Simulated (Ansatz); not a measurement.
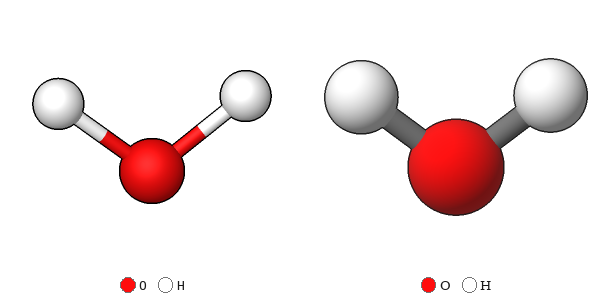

Two views of one molecule.

Question: Give the formula.

Answer: H₂O, 3 atoms: 2 hydrogen and 1 oxygen.

Question: Count the bonded pairs by element.

Answer: 2 O–H. Sticks follow a distance rule.

The parts below concern this one geometry. Atoms keep their numbers from picture to picture. Computed geometry: PBE0-D4/def2-TZVP optimisation.

### Shape

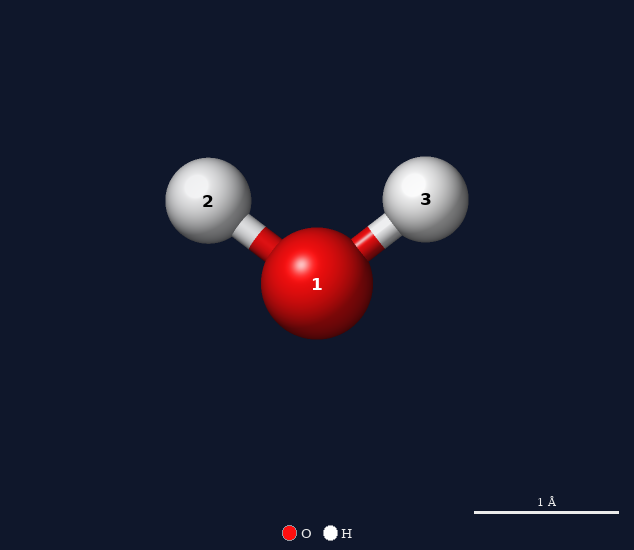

Numbered structure.

List the bonds and their lengths.

```json
{"bond": "O1–H2", "length (Å)": "0.960"}
{"bond": "O1–H3", "length (Å)": "0.960"}
```

### Charges

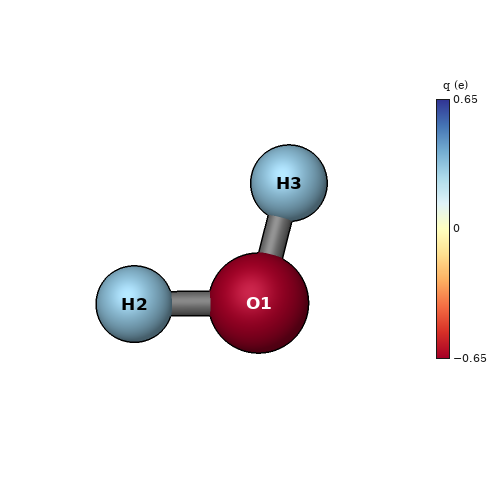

Atoms are coloured by their Mulliken charges. Properties computed with RKS PBE0-D4/def2-TZVP (Ansatz 0.2.0).

List the Mulliken charges.

```json
{"atom": "O1", "value (e)": "−0.65"}
{"atom": "H2", "value (e)": "0.32"}
{"atom": "H3", "value (e)": "0.32"}
```

### Electronic properties

Properties computed with RKS PBE0-D4/def2-TZVPP (Ansatz 0.2.0).

Question: Give the HOMO–LUMO gap at this level.

Answer: 9.75 eV.

Question: What is the HOMO energy (Kohn–Sham orbital)?

Answer: −8.90 eV.

### Vibrations

Harmonic vibrations computed with RKS PBE0-D4/def2-TZVP (Ansatz 0.2.0) at a stationary point of the same level.

Question: List the wavenumbers.

Answer: 3 modes: 1623, 3852, 3959 cm⁻¹.

Mulliken values depend strongly on the basis set and can even reverse the polarity of a bond.
